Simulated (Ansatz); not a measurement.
Consider Na$_{2}$H$_{3}$.

```
CELL_PARAMETERS angstrom
3.54340 0.00000 0.00000
0.00000 3.54340 0.00000
0.00000 0.00000 7.08426
ATOMIC_POSITIONS crystal
Na 0.00000 0.00000 0.71360
Na 0.00000 0.00000 0.28640
H 0.50000 0.00000 0.50003
H 0.00000 0.50000 0.49997
H 0.00000 0.00000 0.00000
```

Space group P4/mmm; a structure generated by program, which may or may not match a known phase; computed without spin polarisation.

Level of theory: Ansatz 0.2.0, DFT PBE, scalar-relativistic, plane waves, PAW.

> Predict the valence pseudo-density and electron localisation function between the atoms.

Na–H (2.03 Å): the density is about 0.16 e/Å³ at the midpoint; the ELF climbs to about 1 towards the hydrogen.

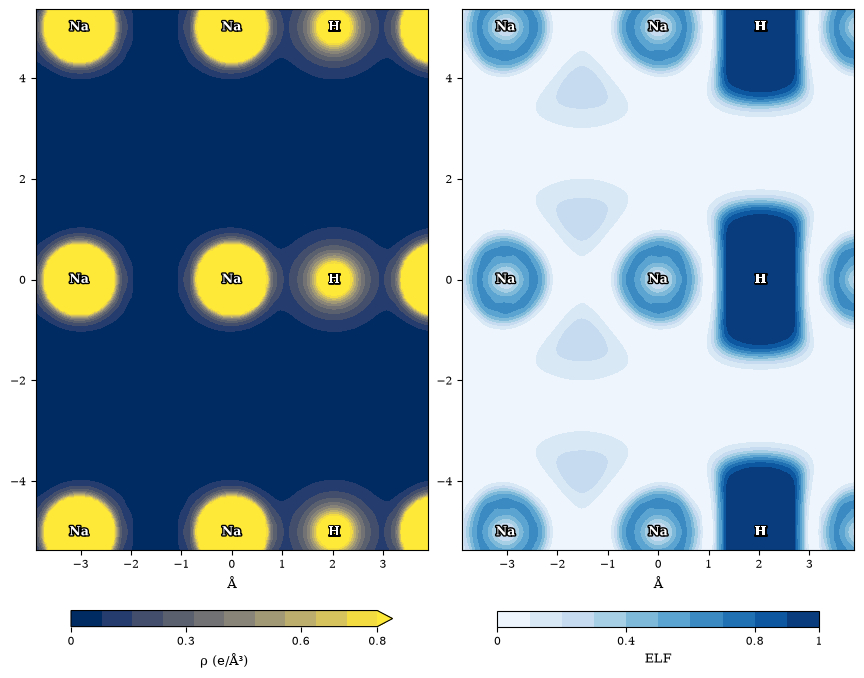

Computed valence pseudo-density and electron localisation function on the (110) plane of the conventional cell, in this order. 

The density is the valence pseudo-density of a PAW calculation; it isn't the true density close to the nuclei.
